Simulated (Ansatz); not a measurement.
AlB2H5: geometry relaxation (part 1 of 2)

System: AlB2H5.
Method: UHF/6-31G (Ansatz 0.2.0).

It belongs to a series of runs on one base structure; here: end point B relaxed. Figures and captions count atoms from 1; the log counts them from 0 in places.

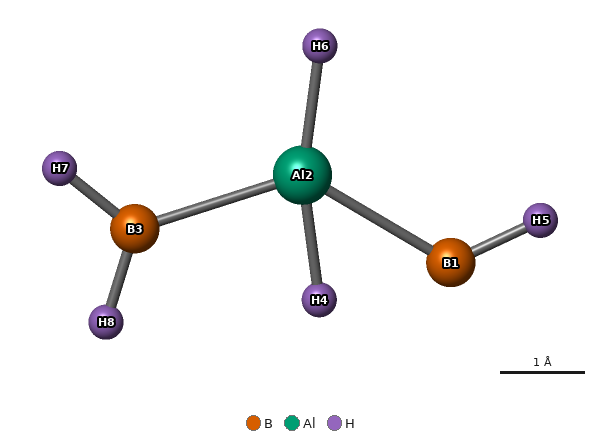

The input geometry (ball-and-stick view, seen at a tilt; atoms are numbered from 1 in the order of the input). Sticks mark near contacts.

## Input file
```yaml
crystal:
  periodic: [false, false, false]
  atoms:
    - { symbol: B, position_ang: [-1.22006, 0.86765, -1.22862] }
    - { symbol: Al, position_ang: [0.25405, 0.47943, 0.21858] }
    - { symbol: B, position_ang: [0.97613, -1.32505, 1.01921] }
    - { symbol: H, position_ang: [-0.62777, -0.5059, -0.57079] }
    - { symbol: H, position_ang: [-1.51389, 1.95345, -1.58785] }
    - { symbol: H, position_ang: [0.94475, 1.77559, 0.81159] }
    - { symbol: H, position_ang: [1.82502, -1.37912, 1.83825] }
    - { symbol: H, position_ang: [0.57745, -2.39092, 0.69664] }
magnetization:
  spin_polarized: true
basis:
  gaussian: { orbitals: "6-31G" }
hamiltonian:
  xc: hf
relax:
  f_tol: 0.02
  max_steps: 50
output:
  orbitals: {}
```

Hardware: 1 thread of Arm Neoverse V2, 24 GiB of memory available, shared host.

Run as:
```bash
ansatz run input.yaml --threads 1 --pin off --max-ram 2048MiB --backend cpu --events-out ev --progress --plain --runs-dir out
```

## What the program printed
```
The last accepted step is kept in [file] (removed where the run ends without a failure and the disk answers)
Engine: ansatz 0.2.0, aarch64-unknown-linux-gnu
Functional definition: HF
  exchange = exact_x
  correlation = 0
582 factors; integrals over basis functions are off by at most 2.1e-4 eV
mean field evaluation 1: about -7989.0545 eV, gradient 2.0e1 eV
mean field evaluation 2: about -7989.0565 eV, gradient 2.0e1 eV
mean field evaluation 4: about -7994.3286 eV, gradient 3.7e0 eV
mean field evaluation 8: about -7994.8155 eV, gradient 1.0e-1 eV
mean field evaluation 16: about -7994.8806 eV, gradient 5.6e-1 eV
mean field evaluation 32: about -7996.0259 eV, gradient 1.5e-3 eV
mean field evaluation 64: about -7995.9898 eV, gradient 9.1e-2 eV
mean field evaluation 96: about -7995.8704 eV, gradient 9.8e-1 eV
mean field evaluation 128: about -7995.8061 eV, gradient 1.1e0 eV
mean field evaluation 160: about -7992.6304 eV, gradient 9.2e0 eV
mean field evaluation 192: about -7994.9858 eV, gradient 6.6e-1 eV
mean field evaluation 224: about -7992.2555 eV, gradient 8.1e0 eV
mean field evaluation 256: about -7992.7330 eV, gradient 3.8e0 eV
mean field evaluation 288: about -7991.5283 eV, gradient 9.1e0 eV
mean field evaluation 320: about -7991.9286 eV, gradient 4.2e0 eV
mean field evaluation 352: about -7995.2582 eV, gradient 1.1e-2 eV
mean field evaluation 384: about -7994.8152 eV, gradient 9.3e-3 eV
mean field evaluation 416: about -7991.4389 eV, gradient 8.4e0 eV
mean field -7996.02590267 eV, -293.8485320221 hartree, gradient 6.4e-6 eV, S^2 1.020524; 11 other end points of the search recorded, 0 dependent functions left out
the calculation of the forces begins
reference -7996.02590267 eV, -293.8485320221 hartree; 14, 14 occupied and 27, 27 virtual orbitals, 582 factors
relax step   1: F+E_penalty+E_count = -7996.02590267 eV  Δ(F+E_penalty+E_count) = +0.000e0 eV  max|allowed force component| = 3.538e0 eV/Å  Δτ_max = 0.0000 Å  (921 SCF iters, accepted)
these checks for a lower state are left out or cut short: starts, cluster_reference, orbital_swaps, neighbouring_geometries, increment
582 factors; integrals over basis functions are off by at most 2.1e-4 eV
mean field evaluation 448: about -7997.5548 eV, gradient 3.6e-1 eV
mean field -7997.56958257 eV, -293.9052612119 hartree, gradient 9.5e-6 eV, S^2 0.943266; 0 other end points of the search recorded, 0 dependent functions left out
[... from here on the field's lines of each further geometry are left out, up to the last ...]
relax step   2: F+E_penalty+E_count = -7997.56958257 eV  Δ(F+E_penalty+E_count) = -1.544e0 eV  max|allowed force component| = 3.187e0 eV/Å  Δτ_max = 0.1920 Å  (97 SCF iters, accepted)
relax step   3: F+E_penalty+E_count = -7998.60656180 eV  Δ(F+E_penalty+E_count) = -1.037e0 eV  max|allowed force component| = 2.036e0 eV/Å  Δτ_max = 0.1958 Å  (45 SCF iters, accepted)
relax step   4: F+E_penalty+E_count = -7999.56115232 eV  Δ(F+E_penalty+E_count) = -9.546e-1 eV  max|allowed force component| = 2.107e0 eV/Å  Δτ_max = 0.1950 Å  (47 SCF iters, accepted)
relax step   5: F+E_penalty+E_count = -8000.42726016 eV  Δ(F+E_penalty+E_count) = -8.661e-1 eV  max|allowed force component| = 1.424e0 eV/Å  Δτ_max = 0.1962 Å  (70 SCF iters, accepted)
relax step   6: F+E_penalty+E_count = -8000.90609577 eV  Δ(F+E_penalty+E_count) = -4.788e-1 eV  max|allowed force component| = 7.628e-1 eV/Å  Δτ_max = 0.2000 Å  (32 SCF iters, accepted)
relax step   7: F+E_penalty+E_count = -8001.09822290 eV  Δ(F+E_penalty+E_count) = -1.921e-1 eV  max|allowed force component| = 2.625e-1 eV/Å  Δτ_max = 0.2000 Å  (32 SCF iters, accepted)
relax step   8: F+E_penalty+E_count = -8001.14328912 eV  Δ(F+E_penalty+E_count) = -4.507e-2 eV  max|allowed force component| = 3.082e-1 eV/Å  Δτ_max = 0.2000 Å  (30 SCF iters, accepted)
relax step   9: F+E_penalty+E_count = -8001.18499772 eV  Δ(F+E_penalty+E_count) = -4.171e-2 eV  max|allowed force component| = 1.353e-1 eV/Å  Δτ_max = 0.1999 Å  (28 SCF iters, accepted)
relax step  10: F+E_penalty+E_count = -8001.20853264 eV  Δ(F+E_penalty+E_count) = -2.353e-2 eV  max|allowed force component| = 5.729e-1 eV/Å  Δτ_max = 0.1959 Å  (28 SCF iters, accepted)
relax step  11: F+E_penalty+E_count = -8001.29064260 eV  Δ(F+E_penalty+E_count) = -8.211e-2 eV  max|allowed force component| = 3.577e-1 eV/Å  Δτ_max = 0.1994 Å  (28 SCF iters, accepted)
relax step  12: F+E_penalty+E_count = -8001.30450938 eV  Δ(F+E_penalty+E_count) = -1.387e-2 eV  max|allowed force component| = 6.235e-1 eV/Å  Δτ_max = 0.1955 Å  (29 SCF iters, accepted)
relax step  13: F+E_penalty+E_count = -8001.42800402 eV  Δ(F+E_penalty+E_count) = -1.235e-1 eV  max|allowed force component| = 2.022e-1 eV/Å  Δτ_max = 0.2000 Å  (28 SCF iters, accepted)
relax step  14: F+E_penalty+E_count = -8001.47494588 eV  Δ(F+E_penalty+E_count) = -4.694e-2 eV  max|allowed force component| = 6.146e-2 eV/Å  Δτ_max = 0.2000 Å  (28 SCF iters, accepted)
relax step  15: F+E_penalty+E_count = -8001.48240876 eV  Δ(F+E_penalty+E_count) = -7.463e-3 eV  max|allowed force component| = 1.015e-1 eV/Å  Δτ_max = 0.1904 Å  (27 SCF iters, accepted)
relax step  16: F+E_penalty+E_count = -8001.48577052 eV  Δ(F+E_penalty+E_count) = -3.362e-3 eV  max|allowed force component| = 4.820e-2 eV/Å  Δτ_max = 0.0557 Å  (23 SCF iters, accepted)
relax step  17: F+E_penalty+E_count = -8001.48585021 eV  Δ(F+E_penalty+E_count) = -7.969e-5 eV  max|allowed force component| = 7.923e-2 eV/Å  Δτ_max = 0.0100 Å  (25 SCF iters, accepted)
the calculation of the forces begins
reference -8001.48617490 eV, -294.0491933255 hartree; 14, 14 occupied and 27, 27 virtual orbitals, 582 factors
relax step  18: F+E_penalty+E_count = -8001.48617490 eV  Δ(F+E_penalty+E_count) = -3.247e-4 eV  max|allowed force component| = 6.817e-3 eV/Å  Δτ_max = 0.0111 Å  (24 SCF iters, accepted)
```

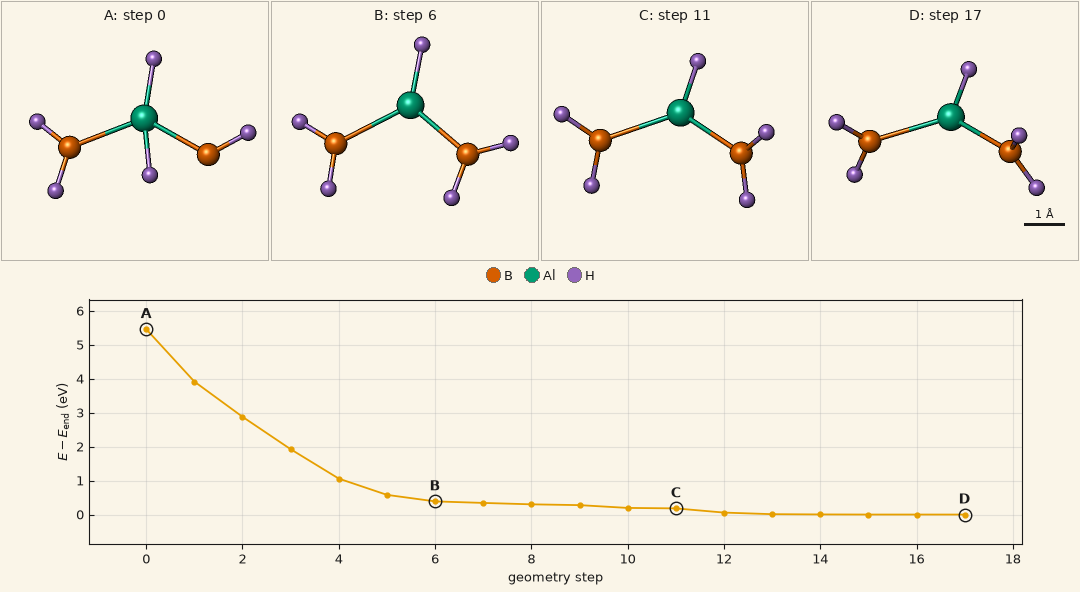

Frames of the relaxation (ball-and-stick view, seen at a tilt) above the curves, on which the letters mark them (the first geometry is step 0 here and step 1 in the log).

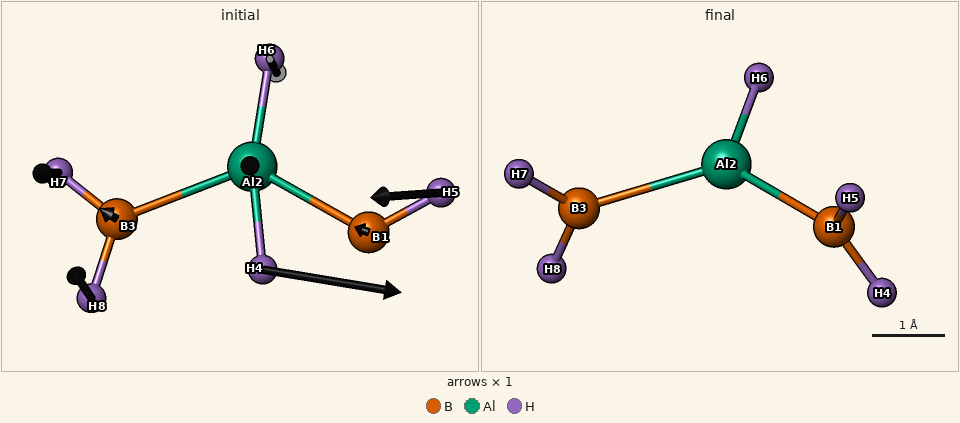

Before (left) and after (right) the relaxation, at one scale (ball-and-stick view, seen at a tilt). The black arrows give the displacements, at true length. Over 17 geometry steps the energy falls by 5.460 eV. Largest force component: 3.5 eV/Å at the start, 0.0068 eV/Å at the end. The atom that moves furthest after the best rigid fit is H4 (1.98 Å). Largest moves by element: H 1.98 Å, Al 0.38 Å, B 0.30 Å. Distances before and after: Al2–H4 1.540 → 2.972 Å, B1–H4 1.634 → 1.193 Å, Al2–B3 2.102 → 2.157 Å, Al2–H6 1.584 → 1.619 Å. New bonds form: B1–H4 (1.63 → 1.19 Å). Bonds break: Al2–H4 (1.54 → 2.97 Å). Among the angles that change: B1–Al2–B3 131.4° → 125.2°, B1–Al2–H6 114.4° → 117.4°, H7–B3–H8 113.0° → 115.2°. (Atoms are counted from 1 in the order of the input.)

```
582 factors; integrals over basis functions are off by at most 2.2e-4 eV
mean field -8001.48617490 eV, -294.0491933255 hartree, gradient 1.3e-5 eV, S^2 0.000000; 1 other end points of the search recorded, 0 dependent functions left out
the calculation of the forces begins
reference -8001.48617490 eV, -294.0491933255 hartree; 14, 14 occupied and 27, 27 virtual orbitals, 582 factors
Total energy: -8001.48617490 eV, -294.0491933255 hartree
Atom 0 at    -0.990552     0.737302    -1.195535 Å, force     0.000091    -0.001415    -0.002365 eV/Å
Atom 1 at     0.183347     0.460433     0.592884 Å, force    -0.001885     0.005536     0.006817 eV/Å
Atom 2 at     1.267765    -1.333574     1.101367 Å, force     0.000981    -0.000833    -0.000818 eV/Å
Atom 3 at    -2.150249     0.461310    -1.248288 Å, force     0.001694     0.000868     0.000609 eV/Å
Atom 4 at    -0.528744     1.182710    -2.201553 Å, force    -0.000093    -0.000994     0.000548 eV/Å
Atom 5 at     0.254063     1.695349     1.637806 Å, force    -0.000342    -0.003000    -0.003311 eV/Å
Atom 6 at     2.403998    -1.507203     0.781160 Å, force    -0.001219    -0.000633    -0.000737 eV/Å
Atom 7 at     0.776052    -2.221196     1.729169 Å, force     0.000773     0.000471    -0.000744 eV/Å
Dipole moment:    -0.005138    -0.097197    -0.082941 e Å
```

## Trajectory as extended XYZ (Å, eV, eV/Å), 18 frames, from step=1 to step=18
```
8
Properties=species:S:1:pos:R:3:forces:R:3 step=1 energy=-7996.02590
B    -1.2201    0.8677   -1.2286    0.8479  -2.7318   0.9869
Al    0.2540    0.4794    0.2186    2.7670   2.3404   2.5230
B     0.9761   -1.3251    1.0192    0.0250  -0.9233   0.0774
H    -0.6278   -0.5059   -0.5708   -3.5382   1.2019  -3.4923
H    -1.5139    1.9534   -1.5878   -0.0312  -0.3615  -0.0028
H     0.9447    1.7756    0.8116   -0.1299   0.4479  -0.1502
H     1.8250   -1.3791    1.8382    0.1963   0.2615   0.1741
H     0.5775   -2.3909    0.6966   -0.1368  -0.2351  -0.1161
8
Properties=species:S:1:pos:R:3:forces:R:3 step=2 energy=-7997.56958
B    -1.1920    0.7943   -1.1973    1.3609  -1.7039   1.4035
Al    0.3117    0.5118    0.2721    1.5644   1.4407   1.4048
B     0.9803   -1.3577    1.0252    0.1712  -0.3566   0.1820
H    -0.7380   -0.3973   -0.6843   -3.1865   1.2750  -3.1425
H    -1.5046    1.8849   -1.5741   -0.2236  -1.0064  -0.1444
H     0.9548    1.8286    0.8183    0.2863   0.5552   0.2555
H     1.8337   -1.3742    1.8464    0.1247  -0.0291   0.1221
H     0.5698   -2.4153    0.6908   -0.0974  -0.1749  -0.0810
8
Properties=species:S:1:pos:R:3:forces:R:3 step=3 energy=-7998.60656
B    -1.1485    0.7422   -1.1529    0.6120   2.0362   0.4397
Al    0.3619    0.5446    0.3175    0.8800   0.8911   0.7833
B     0.9921   -1.3698    1.0369   -0.0766  -0.1403  -0.0690
H    -0.8654   -0.3199   -0.8113   -1.9544  -1.8759  -1.7547
H    -1.5124    1.8137   -1.5768   -0.2417  -1.4017  -0.1350
H     0.9821    1.8640    0.8433    0.5537   0.7187   0.5013
H     1.8403   -1.3795    1.8530    0.2597  -0.1465   0.2586
H     0.5657   -2.4201    0.6873   -0.0326  -0.0816  -0.0243
```
